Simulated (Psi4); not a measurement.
**C2F2 (SMILES FC#CF) at M06-L/cc-pVDZ (sweep point 1)**

What is the vertical ionisation energy of C2F2 at M06-L/cc-pVDZ (sweep point 1)? 

The calculation is run with Psi4 1.11.

## 1. The molecule

C2F2 has 4 atoms, charge 0, and is taken as a singlet. As SMILES, `FC#CF`. Geometry: relaxed at PBE0-D4/def2-TZVP.

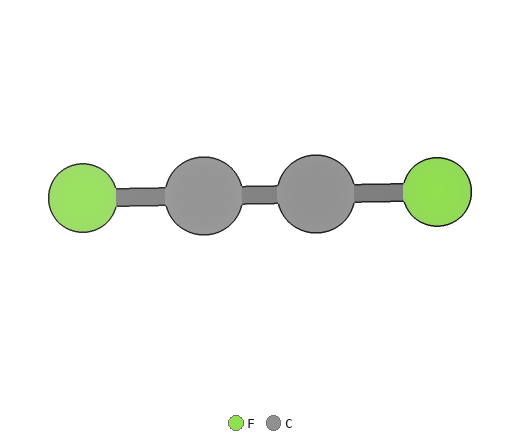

Viewed from a chosen angle; fluorine green, carbon grey.

## 2. The energy at M06-L/cc-pVDZ (sweep point 1)

Contents of job.dat:

```
memory 1600 MB

molecule {
  0 1
  F     -0.136400     0.128000     1.852800
  C     -0.033700     0.030200     0.583200
  C      0.061400    -0.060400    -0.593400
  F      0.164100    -0.158200    -1.863000
  symmetry c1
}

set globals {
  basis                cc-pVDZ
  reference            rks
  puream               true
  scf_type             pk
  dft_radial_points    99
  dft_spherical_points 590
}

result, w = energy("m06-l", return_wfn=True)
print_variables()
```

On the command line:

```
$ psi4 job.dat job.out -n 1
```

job.out (excerpt; [...] marks lines left out):

```text
[...]
  Running in c1 symmetry.
[...]
  Nuclear repulsion =   95.510996951943397
[...]
  Multiplicity = 1
[...]
  Nalpha       = 15
  Nbeta        = 15
[...]
    Number of basis functions: 56
[...]
   @RKS iter   1:  -275.60861505837795   -6.13718e-02   8.33066e-03 ADIIS/DIIS
[...]
   @RKS iter   7:  -275.73104899374869   -4.55528e-08   8.87005e-07 DIIS
[...]
    Orbital Energies [Eh]
    ---------------------
    Doubly Occupied:
       1A    -24.591254     2A    -24.591250     3A    -10.154712
       4A    -10.152267     5A     -1.280549     6A     -1.279282
       7A     -0.743911     8A     -0.607976     9A     -0.573457
      10A     -0.481462    11A     -0.481462    12A     -0.459650
      13A     -0.459650    14A     -0.251421    15A     -0.251421
[...]
  @RKS Final Energy:  -275.73104899374869
   => Energetics <=
    Nuclear Repulsion Energy =             95.5109969519433974
    One-Electron Energy =                -569.2726383440653990
    Two-Electron Energy =                 229.7408495153802050
    DFT Exchange-Correlation Energy =     -31.7102571170069076
    Empirical Dispersion Energy =           0.0000000000000000
    VV10 Nonlocal Energy =                  0.0000000000000000
    Total Energy =                       -275.7310489937486864
[...]
 Multipole Moments:
 ------------------------------------------------------------------------------------
     Multipole            Electronic (a.u.)      Nuclear  (a.u.)        Total (a.u.)
 ------------------------------------------------------------------------------------
 L = 1.  Multiply by 2.5417464519 to convert [e a0] to [Debye]
 Dipole X            :          0.0000000            0.0000000            0.0000000
 Dipole Y            :         -0.0000000            0.0000000           -0.0000000
 Dipole Z            :          0.0000000           -0.0000000            0.0000000
 Magnitude           :                                                    0.0000000
[...]
```

Wall time 9 s (1 thread of AMD EPYC 7B13 (Zen 3), shared host); peak memory 1 GiB.

## 3. The doublet cation at the same level

Contents of calc.inp:

```
memory 1600 mb

molecule {
  1 2
  F     -0.136400     0.128000     1.852800
  C     -0.033700     0.030200     0.583200
  C      0.061400    -0.060400    -0.593400
  F      0.164100    -0.158200    -1.863000
  symmetry c1
}

set reference uks
set puream true
set scf_type pk
set dft_radial_points 99
set dft_spherical_points 590
set maxiter 150

e, wfn = energy('m06-l/cc-pVDZ', return_wfn=True)
print_variables()
```

On the command line:

```
$ psi4 -i calc.inp -o calc.out -n 1
```

calc.out (excerpt; [...] marks lines left out):

```text
[...]
  Running in c1 symmetry.
[...]
  Nuclear repulsion =   95.510996951943397
[...]
  Multiplicity = 2
[...]
  Nalpha       = 15
  Nbeta        = 14
[...]
    Number of basis functions: 56
[...]
   @UKS iter   1:  -275.25046659659370    2.96777e-01   6.78484e-03 DIIS/ADIIS
[...]
   @UKS iter   8:  -275.32761215747132   -6.42502e-08   7.55781e-07 DIIS
[...]
   @S^2 Observed:                7.518075993E-01
[...]
    Orbital Energies [Eh]
    ---------------------
    Alpha Occupied:
       1A    -24.923335     2A    -24.923330     3A    -10.535266
       4A    -10.532800     5A     -1.598732     6A     -1.597189
       7A     -1.127653     8A     -0.920052     9A     -0.893168
      10A     -0.811465    11A     -0.793368    12A     -0.777716
      13A     -0.763612    14A     -0.615063    15A     -0.589043
    Alpha Virtual:
      16A     -0.311263    17A     -0.287954    18A     -0.261825
      19A     -0.193610    20A      0.102378    21A      0.158189
      22A      0.164301    23A      0.196563    24A      0.301197
      25A      0.308347    26A      0.315632    27A      0.512823
[...]
  @UKS Final Energy:  -275.32761215747132
   => Energetics <=
    Nuclear Repulsion Energy =             95.5109969519433974
    One-Electron Energy =                -559.4335523531985928
    Two-Electron Energy =                 219.8854191627659134
    DFT Exchange-Correlation Energy =     -31.2904759189820680
    Empirical Dispersion Energy =           0.0000000000000000
    VV10 Nonlocal Energy =                  0.0000000000000000
    Total Energy =                       -275.3276121574713216
[...]
 Multipole Moments:
 ------------------------------------------------------------------------------------
     Multipole            Electronic (a.u.)      Nuclear  (a.u.)        Total (a.u.)
 ------------------------------------------------------------------------------------
 L = 1.  Multiply by 2.5417464519 to convert [e a0] to [Debye]
 Dipole X            :         -0.0000000            0.0000000           -0.0000000
 Dipole Y            :         -0.0000000            0.0000000           -0.0000000
 Dipole Z            :         -0.0000000           -0.0000000           -0.0000000
 Magnitude           :                                                    0.0000000
[...]
```

It took 14 s on 1 thread of AMD EPYC 7B13 (Zen 3), shared host; peak memory 1 GiB.

## 4. Results

At M06-L/cc-pVDZ (sweep point 1):

| quantity | value |
| --- | --- |
| singlet C2F2: total energy | -275.73105 Eh |
| singlet C2F2: dipole moment | 0.00 D |
| singlet C2F2: HOMO energy | -6.84 eV |
| singlet C2F2: LUMO energy | 0.53 eV |
| singlet C2F2: HOMO–LUMO gap | 7.37 eV |
| doublet cation: total energy | -275.32761 Eh |
| doublet cation: HOMO energy (highest over α and β) | -15.67 eV |
| doublet cation: LUMO energy (lowest over α and β) | -14.85 eV |
| doublet cation: ⟨S²⟩ | 0.752 |
| vertical ionisation energy (to the doublet cation) | 10.978 eV |

In words: The vertical ionisation energy comes to 10.98 eV (1059 kJ/mol). The negative HOMO energy of the first species, 6.84 eV, lies 4.14 eV below that difference.
